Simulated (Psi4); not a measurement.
Geometry relaxation of CuPClF3 (part 2 of 4)

The same run, continued: CuPClF3; PBE0/def2-TZVP, RKS, dispersion D4 (Psi4 1.11). The run did not end well. The run did not end well; see the last part.

Geometry of the input (Å):
```
F  0.6383  -0.5043  1.7964
P  0.3547  -0.5890  0.0992
F  -0.0357  -2.0748  -0.4781
F  1.7435  -0.4488  -0.3480
Cu -0.8943  1.1258  -0.3179
Cl -2.0902  2.7442  -0.8553
```

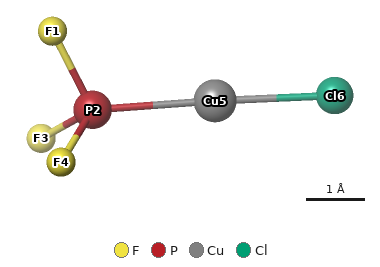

*The geometry at step 3 of the log (ball-and-stick view, seen at a tilt; atoms are numbered from 1 in the order of the input).*

## What the program printed, continued
```
       Center              X                  Y                   Z               Mass
    ------------   -----------------  -----------------  -----------------  -----------------
         F            0.658168321120    -0.783397035041     1.650305187541    18.998403162730
         P            0.864709170178    -0.935785110281     0.184186691704    30.973761998420
         F            0.239760286639    -2.163937489072    -0.148085270592    18.998403162730
         F            2.322620015728    -0.916453187582    -0.275555817313    18.998403162730
         CU          -0.521962615672     0.445371400934    -0.182364416243    62.929597720000
         CL          -1.576307929268     2.126565019131    -0.501403196413    34.968852682000

  Running in c1 symmetry.

  Rotational constants: A =      0.15512  B =      0.03010  C =      0.02962 [cm^-1]
  Rotational constants: A =   4650.50368  B =    902.43535  C =    888.12942 [MHz]
  Nuclear repulsion =  680.000180587675914

  Charge       = 0
  Multiplicity = 1
  Electrons    = 88
  Nalpha       = 44
  Nbeta        = 44

   => Molecular Quadrature <=

    Radial Scheme          =       TREUTLER
    Pruning Scheme         =           NONE
    Nuclear Scheme         =       TREUTLER

    Blocking Scheme        =         OCTREE
    BS radius alpha        =              1
    Pruning alpha          =              1
    Radial Points          =             75
    Spherical Points       =            302
    Total Points           =         130002
    Total Blocks           =           1056
    Max Points             =            256
    Max Functions          =            193
    Weights Tolerance      =       1.00E-15

  ==> Integral Setup <==

  DFHelper Memory: AOs need 0.238 GiB; user supplied 1.841 GiB.
  SCF_SUBTYPE=INCORE selected. In-core MEM_DF algorithm will be used.
  Using in-core AOs.

  ==> MemDFJK: Density-Fitted J/K Matrices <==

    J tasked:                   Yes
    K tasked:                   Yes
    wK tasked:                   No
    Memory [MiB]:              1885
    Algorithm:                 Core
    Schwarz Cutoff:           1E-12
    Mask sparsity (%):      12.6424
    Fitting Condition:        1E-10

   => Auxiliary Basis Set <=

  Basis Set: (DEF2-TZVP AUX)
    Blend: DEF2-UNIVERSAL-JKFIT
    Number of shells: 209
    Number of basis functions: 751
    Number of Cartesian functions: 966
    Spherical Harmonics?: true
    Max angular momentum: 6

  Cached 100.0% of DFT collocation blocks in 0.464 [GiB].

  Minimum eigenvalue in the overlap matrix is 1.7100311235E-03.
  Reciprocal condition number of the overlap matrix is 3.1874652166E-04.
    Using symmetric orthogonalization.

  ==> Iterations <==

                           Total Energy        Delta E     RMS |[F,P]|

   @DF-RKS iter   0: -2741.02896637341064   -2.74103e+03   5.50498e-03
   @DF-RKS iter   1: -2741.05946987903326   -3.05035e-02   1.27246e-03 DIIS/ADIIS
   @DF-RKS iter   2: -2741.03870158029395    2.07683e-02   1.91502e-03 DIIS/ADIIS
   @DF-RKS iter   3: -2741.08589120389342   -4.71896e-02   4.39643e-04 DIIS/ADIIS
   @DF-RKS iter   4: -2741.08683897194260   -9.47768e-04   3.17035e-04 DIIS/ADIIS
   @DF-RKS iter   5: -2741.08760088869940   -7.61917e-04   3.63951e-05 DIIS
   @DF-RKS iter   6: -2741.08761859821971   -1.77095e-05   1.25340e-05 DIIS
   @DF-RKS iter   7: -2741.08762091818789   -2.31997e-06   4.35522e-06 DIIS
   @DF-RKS iter   8: -2741.08762118491586   -2.66728e-07   9.75780e-07 DIIS
   @DF-RKS iter   9: -2741.08762119887069   -1.39548e-08   3.43491e-07 DIIS
   @DF-RKS iter  10: -2741.08762120120946   -2.33877e-09   1.08158e-07 DIIS
   @DF-RKS iter  11: -2741.08762120138181   -1.72349e-10   2.87898e-08 DIIS
   @DF-RKS iter  12: -2741.08762120139318   -1.13687e-11   1.25536e-08 DIIS
   @DF-RKS iter  13: -2741.08762120139772   -4.54747e-12   5.08700e-09 DIIS
  Energy and wave function converged.

  ==> Post-Iterations <==

   Electrons on quadrature grid:
      Ntotal   =   88.0000398914 ; deviation = 3.989e-05

    Orbital Energies [Eh]
    ---------------------

    Doubly Occupied:

       1A   -323.365999     2A   -101.624516     3A    -77.407135
       4A    -38.974135     5A    -34.142711     6A    -34.138599
       7A    -34.137724     8A    -24.901312     9A    -24.887577
      10A    -24.880980    11A     -9.451738    12A     -7.181854
      13A     -7.179495    14A     -7.179402    15A     -6.792820
      16A     -4.930622    17A     -4.929514    18A     -4.923164
      19A     -4.392464    20A     -2.879379    21A     -2.865358
      22A     -2.863976    23A     -1.430777    24A     -1.368490
      25A     -1.354827    26A     -0.773367    27A     -0.763227
      28A     -0.678487    29A     -0.676441    30A     -0.651234
      31A     -0.609053    32A     -0.593456    33A     -0.571567
      34A     -0.565010    35A     -0.544237    36A     -0.427707
      37A     -0.362174    38A     -0.355012    39A     -0.329717
      40A     -0.328700    41A     -0.317983    42A     -0.284706
      43A     -0.265371    44A     -0.262296

    Virtual:

      45A     -0.028019    46A     -0.013301    47A     -0.007475
      48A      0.042562    49A      0.130103    50A      0.145999
      51A      0.160785    52A      0.172240    53A      0.179834
      54A      0.183083    55A      0.196723    56A      0.199927
      57A      0.219083    58A      0.273766    59A      0.281140
      60A      0.317328    61A      0.392269    62A      0.402870
      63A      0.411960    64A      0.415887    65A      0.426003
      66A      0.439434    67A      0.456267    68A      0.470088
      69A      0.498933    70A      0.518410    71A      0.527516
      72A      0.557744    73A      0.565668    74A      0.604540
      75A      0.618900    76A      0.626320    77A      0.660737
      78A      0.669220    79A      0.687115    80A      0.697623
      81A      0.715529    82A      0.733858    83A      0.747495
      84A      0.880814    85A      0.892462    86A      0.898133
      87A      0.912162    88A      0.988383    89A      1.039676
      90A      1.076809    91A      1.111126    92A      1.125148
      93A      1.170094    94A      1.188662    95A      1.276665
      96A      1.297504    97A      1.327319    98A      1.355305
      99A      1.397396   100A      1.407787   101A      1.499598
     102A      1.529627   103A      1.594718   104A      1.685332
     105A      1.785592   106A      1.832916   107A      1.835970
     108A      1.848953   109A      1.876790   110A      1.889635
     111A      1.930549   112A      1.958571   113A      1.962352
     114A      1.966340   115A      2.005123   116A      2.015076
     117A      2.056467   118A      2.133884   119A      2.159731
     120A      2.159981   121A      2.161024   122A      2.164266
     123A      2.197052   124A      2.226132   125A      2.267003
     126A      2.338879   127A      2.341019   128A      2.389803
     129A      2.418521   130A      2.464789   131A      2.486181
     132A      2.522930   133A      2.528023   134A      2.558746
     135A      2.567907   136A      2.640291   137A      2.653334
     138A      2.664525   139A      2.749835   140A      3.090034
     141A      3.242299   142A      3.257893   143A      3.290289
     144A      3.294682   145A      3.382111   146A      3.397872
     147A      3.480850   148A      3.602287   149A      3.687016
     150A      3.697522   151A      3.726186   152A      3.745077
     153A      3.824428   154A      3.844808   155A      4.047477
     156A      4.206181   157A      4.287418   158A      4.377143
     159A      5.774813   160A      5.775492   161A      5.776706
     162A      5.782137   163A      5.817645   164A      5.829602
     165A      5.927854   166A      6.582195   167A      6.611633
     168A      6.670127   169A      6.699957   170A      6.726771
     171A      6.731987   172A      6.736646   173A      6.744361
     174A      6.761407   175A      6.762848   176A      6.763532
     177A      6.772925   178A      6.811416   179A      6.822067
     180A      6.828684   181A      6.860250   182A      6.900733
     183A      6.913242   184A      6.935719   185A      6.969889
     186A      6.981789   187A      7.753502   188A      8.049578
     189A      8.074783   190A      8.165512   191A      8.179873
     192A      8.197903   193A      8.286568   194A      8.292285
     195A      8.319460   196A      8.540427   197A      8.552322
     198A      8.606757   199A      8.633389   200A      8.653971
     201A      8.688128   202A      8.732059   203A      8.938286
     204A      8.978402   205A     10.850202   206A     10.853479
     207A     11.113320   208A     16.033855   209A     25.086534
     210A     56.945375   211A     56.956350   212A     57.100494

    Final Occupation by Irrep:
              A
    DOCC [    44 ]
    NA   [    44 ]
    NB   [    44 ]

  @DF-RKS Final Energy: -2741.08762120139772

   => Energetics <=

    Nuclear Repulsion Energy =            680.0001805876759136
    One-Electron Energy =               -5167.3541140439619994
    Two-Electron Energy =                1859.3567341500868224
    DFT Exchange-Correlation Energy =    -113.0848084379896079
    Empirical Dispersion Energy =          -0.0056134572082013
    VV10 Nonlocal Energy =                  0.0000000000000000
    Total Energy =                      -2741.0876212013977238

Computation Completed

Properties will be evaluated at   0.000000,   0.000000,   0.000000 [a0]

Properties computed using the SCF density matrix

 Multipole Moments:

 ------------------------------------------------------------------------------------
     Multipole            Electronic (a.u.)      Nuclear  (a.u.)        Total (a.u.)
 ------------------------------------------------------------------------------------

 L = 1.  Multiply by 2.5417464519 to convert [e a0] to [Debye]
 Dipole X            :          1.5426152            0.0404865            1.5831016
 Dipole Y            :         -2.7707604            0.4847334           -2.2860270
 Dipole Z            :          0.5434781           -0.0182267            0.5252515
 Magnitude           :                                                    2.8298444

 ------------------------------------------------------------------------------------

	total time  =          9 seconds =       0.15 minutes

         ------------------------------------------------------------
                                   SCF GRAD
         ------------------------------------------------------------

  ==> Geometry <==

    Molecular point group: c1
    Full point group: C1

    Geometry (in Angstrom), charge = 0, multiplicity = 1:

       Center              X                  Y                   Z               Mass
    ------------   -----------------  -----------------  -----------------  -----------------
         F            0.658168321120    -0.783397035041     1.650305187541    18.998403162730
         P            0.864709170178    -0.935785110281     0.184186691704    30.973761998420
         F            0.239760286639    -2.163937489072    -0.148085270592    18.998403162730
         F            2.322620015728    -0.916453187582    -0.275555817313    18.998403162730
         CU          -0.521962615672     0.445371400934    -0.182364416243    62.929597720000
         CL          -1.576307929268     2.126565019131    -0.501403196413    34.968852682000

  Nuclear repulsion =  680.000180587675914

   => Molecular Quadrature <=

    Radial Scheme          =       TREUTLER
    Pruning Scheme         =           NONE
    Nuclear Scheme         =       TREUTLER

    Blocking Scheme        =         OCTREE
    BS radius alpha        =              1
    Pruning alpha          =              1
    Radial Points          =             75
    Spherical Points       =            302
    Total Points           =         130002
    Total Blocks           =           1056
    Max Points             =            256
    Max Functions          =            193
    Weights Tolerance      =       1.00E-15

  -Total Gradient:
     Atom            X                  Y                   Z
    ------   -----------------  -----------------  -----------------
       1       -0.032446098587     0.028411646469    -0.077540731675
       2       -0.005662191273    -0.152299195421     0.045479362730
       3        0.027110802944     0.153104306048     0.020885739766
       4       -0.015985599939     0.025228075796    -0.017698575284
       5        0.006770998592    -0.031725683126     0.026718395205
       6        0.020505148695    -0.022312868112     0.002366007436

	total time  =          6 seconds =       0.10 minutes

    			-----------------------------------------

    			 OPTKING 3.0: for geometry optimizations

    			        with contributions from

    			-----------------------------------------

	                            ===> Fragment 1 <==

	 Z (Atomic Numbers)          Masses                          Geom
	       9.000000            18.998403          1.24375787 -1.48040584  3.11862483
	      15.000000            30.973762          1.63406351 -1.76837757  0.34806240
	       9.000000            18.998403          0.45308128 -4.08924921 -0.27984060
	       9.000000            18.998403          4.38911572 -1.73184553 -0.52072503
	      29.000000            62.929598         -0.98636639  0.84162997 -0.34461880
	      17.000000            34.968853         -2.97879028  4.01862547 -0.94751472

	 - Coordinate -           - BOHR/RAD -       - ANG/DEG -
	 R(1,2)           =         2.812700           1.488417
	 R(2,3)           =         2.678699           1.417506
	 R(2,4)           =         2.889020           1.528804
	 R(2,5)           =         3.762791           1.991183
	 R(5,6)           =         3.798228           2.009936
	 B(1,2,3)         =         1.832184         104.976429
	 B(1,2,4)         =         2.012247         115.293247
	 B(1,2,5)         =         1.584473          90.783592
	 L(2,5,6)         =         2.916249         167.088786
	 l(2,5,6)         =         3.141593         180.000000
	 B(3,2,4)         =         1.940029         111.155489
	 B(3,2,5)         =         1.824299         104.524652
	 B(4,2,5)         =         2.214276         126.868651

	        --- Internal Coordinate Step in ANG or DEG, aJ/ANG or AJ/DEG ---
	-------------------------------------------------------------------------------
	           Coordinate      Previous         Force          Change          New
	           ----------      --------        ------          ------        ------
	               R(1,2)       1.48842        0.56867        0.02221       1.51063
	               R(2,3)       1.41751        1.23065        0.02563       1.44313
	               R(2,4)       1.52880        0.07954        0.00916       1.53797
	               R(2,5)       1.99118        0.50957        0.00969       2.00088
	               R(5,6)       2.00994        0.24568        0.00391       2.01384
	             B(1,2,3)     104.97643       -0.00349       -0.15431     104.82212
	             B(1,2,4)     115.29325       -0.00574       -4.76090     110.53234
	             B(1,2,5)      90.78359        0.00714        5.34019      96.12378
	             L(2,5,6)     167.08879        0.00147       -6.48916     160.59962
	             l(2,5,6)     180.00000       -0.00091       -4.50268     175.49732
	             B(3,2,4)     111.15549       -0.00477       -6.56569     104.58980
	             B(3,2,5)     104.52465        0.00575        5.41317     109.93782
	             B(4,2,5)     126.86865        0.00203        1.77274     128.64139
	-------------------------------------------------------------------------------

	                                 ==> Convergence Check <==

	Measures of convergence in internal coordinates in au.

	Criteria marked as inactive (o), active & met (*), and active & unmet ( ).

	----------------------------------------------------------------------------------------------
	   Step    Total Energy     Delta E     Max Force     RMS Force      Max Disp      RMS Disp
	----------------------------------------------------------------------------------------------
	  Convergence Criteria              o    2.00e-04 *             o             o             o
	----------------------------------------------------------------------------------------------
	    50   -2741.08762120    7.35e-02 o    1.49e-01      6.76e-02 o    1.15e-01 o    6.93e-02 o  ~
	----------------------------------------------------------------------------------------------

Next Geometry in Ang
	Fragment 1 (Ang)

	    F   0.6916176834  -0.7914184736   1.6722306997
	    P   0.8112477666  -0.9114572053   0.1711353835
	    F   0.3409063307  -2.2418052317  -0.1314898748
	    F   2.2894352527  -0.9172310285  -0.2534456586
	   Cu  -0.6084787950   0.4296240015  -0.2640559085
	   Cl  -1.5377409896   2.2046515357  -0.4672914627

    Structure for next step:
    Molecular point group: c1
    Full point group: C1

    Geometry (in Angstrom), charge = 0, multiplicity = 1:

    F            0.712197122164    -0.795973387442     1.689448989976
    P            0.831827205360    -0.916012119118     0.188353673693
    F            0.361485769521    -2.246360145570    -0.114271584590
    F            2.310014691506    -0.921785942306    -0.236227368314
    CU          -0.587899356165     0.425069087621    -0.246837618224
    CL          -1.517161550823     2.200096621843    -0.450073172421

PsiException: Could not converge geometry optimization in 50 iterations.

[set-up sections that repeat, and orbital energies of the middle runs, are left out above]
```

## Standard output
```
psi4.driver.p4util.exceptions.OptimizationConvergenceError: Could not converge geometry optimization in 50 iterations.
```

## Trajectory as extended XYZ (Å, eV, eV/Å), 50 frames, from step=0 to step=49
```
6
Properties=species:S:1:pos:R:3:forces:R:3 step=0 energy=-74589.73820
F     0.6383   -0.5043    1.7964   -0.5145  -1.2727  -3.6816
P     0.3547   -0.5890    0.0992   -3.9046  -0.3032   3.0531
F    -0.0357   -2.0748   -0.4781    1.0909   2.2720   1.7485
F     1.7435   -0.4488   -0.3480    3.4155  -0.3155  -0.9891
Cu   -0.8943    1.1258   -0.3179   -0.1684  -0.4031  -0.1605
Cl   -2.0902    2.7442   -0.8553    0.0734   0.0171   0.0432
6
Properties=species:S:1:pos:R:3:forces:R:3 step=1 energy=-74590.56839
F     0.6260   -0.6248    1.6953   -0.4749  -0.5015  -2.0976
P     0.3614   -0.5460    0.1005   -1.3917  -0.3090   2.1112
F     0.0085   -2.0163   -0.3516    0.2312   1.0998   0.7793
F     1.7995   -0.5050   -0.3395    1.5797   0.0251  -0.6359
Cu   -0.9132    1.1352   -0.3274    0.0251  -0.3001  -0.2285
Cl   -2.1100    2.7535   -0.8577    0.0341  -0.0033   0.0602
6
Properties=species:S:1:pos:R:3:forces:R:3 step=2 energy=-74590.68896
F     0.5643   -0.7452    1.5953    0.5541   0.0949   2.1679
P     0.3880   -0.4983    0.1236   -0.3300   0.8570  -1.0940
F    -0.0128   -1.9253   -0.2216   -0.4489  -0.9883  -0.8505
F     1.8498   -0.5102   -0.3703    0.1275   0.1006  -0.0376
Cu   -0.9025    1.1364   -0.3382    0.1288  -0.0667  -0.2318
Cl   -2.1350    2.7277   -0.8584   -0.0244   0.0110   0.0454
6
Properties=species:S:1:pos:R:3:forces:R:3 step=3 energy=-74590.75984
F     0.6182   -0.6966    1.6785   -0.1418  -0.1900  -0.9802
P     0.3681   -0.5159    0.1356   -0.3596  -0.0278   0.8519
F    -0.0219   -1.9541   -0.3071    0.0841   0.3293   0.3196
F     1.8199   -0.4929   -0.3617    0.3689   0.0172  -0.1115
Cu   -0.9061    1.1292   -0.3429    0.0331  -0.1162  -0.1200
Cl   -2.1189    2.7363   -0.8640    0.0070  -0.0018   0.0298
6
Properties=species:S:1:pos:R:3:forces:R:3 step=4 energy=-74590.77942
F     0.6102   -0.7550    1.6389    0.2160   0.0189   0.8095
P     0.3738   -0.4939    0.1530    0.0397   0.2692  -0.5018
F    -0.0399   -1.9159   -0.2575   -0.1690  -0.3321  -0.2935
F     1.8346   -0.4877   -0.3637   -0.1071   0.0451   0.0381
Cu   -0.8992    1.1301   -0.3516    0.0364   0.0033  -0.0772
Cl   -2.1304    2.7232   -0.8680   -0.0124   0.0044   0.0137
6
Properties=species:S:1:pos:R:3:forces:R:3 step=5 energy=-74590.78873
F     0.6357   -0.7395    1.6749   -0.1166  -0.0561  -0.4801
P     0.3653   -0.5010    0.1588    0.0198  -0.1148   0.3381
F    -0.0491   -1.9267   -0.2908    0.0842   0.2121   0.1803
F     1.8210   -0.4771   -0.3580    0.0249  -0.0226  -0.0192
Cu   -0.8987    1.1276   -0.3564   -0.0117  -0.0155  -0.0186
Cl   -2.1252    2.7258   -0.8691    0.0020   0.0003   0.0040
6
Properties=species:S:1:pos:R:3:forces:R:3 step=6 energy=-74590.79384
F     0.6303   -0.7587    1.6618    0.0363   0.0188   0.1031
P     0.3690   -0.4936    0.1644    0.0930   0.0200  -0.1034
F    -0.0532   -1.9125   -0.2755   -0.0323  -0.0645  -0.0455
F     1.8260   -0.4799   -0.3606   -0.0893   0.0138   0.0390
Cu   -0.8958    1.1295   -0.3574   -0.0012   0.0164  -0.0079
Cl   -2.1311    2.7201   -0.8719   -0.0036   0.0013   0.0005
```
